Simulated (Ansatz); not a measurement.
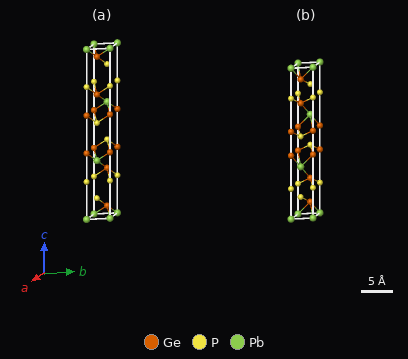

The structure of a crystal of Ge$_{2}$P$_{2}$Pb (built on the Bi2Te2S-166 type type) before (left) and after (right) a relaxation, at one scale.

The picture is a ball-and-stick view of the conventional cell (3 times the calculation's cell), seen slightly off an axis. Lengths and directions refer to the drawn axes.

Theory: Ansatz, DFT, PBEsol, plane waves, PAW. Settings: plane-wave cutoff 420 eV; k-point mesh 6 × 6 × 6; occupations fermi dirac; smearing width 0.03 eV; no spin polarisation; cell and atoms relaxed; force threshold 0.01 eV/Å; at most 120 steps.

> Describe what moved and what it gained.

The energy falls by 702 meV per atom in 12 accepted moves (14 points after the start). The largest force component goes from 3.7 to 0.00063 eV/Å. The pressure goes from −4.80 to −0.01 GPa. The line search rejected the trial step at point 8 of the run. At 1 point the geometry stayed and the basis and grid were re-selected for the new cell (energy shift of 0.6 meV per atom at most each time). The largest moves relative to the cell, 0.82 Å, are those of Ge atoms. By element the largest moves are Ge 0.82 Å, P 0.52 Å. Pb stays in place. The drawn cell changes as follows: a = b 3.937 → 3.685 Å (−6.4 %), c 28.790 → 25.551 Å (−11.2 %); the volume changes by −22.2 %. Near-neighbour distances that change, for instance: P–P 3.871 → 2.749 Å, Ge–P 2.800 → 2.419 Å, Ge–Pb 2.778 → 3.087 Å. Among the angles between lasting bonds that change: P–Ge–Pb 179.4° → 162.0°, Pb–Ge–Pb 90.2° → 73.3°, Ge–Pb–Ge 89.8° → 106.7°. The space group stays R-3m (No. 166).

Limits of the set-up: layers or molecules are held without a dispersion correction, so their spacing is unreliable.
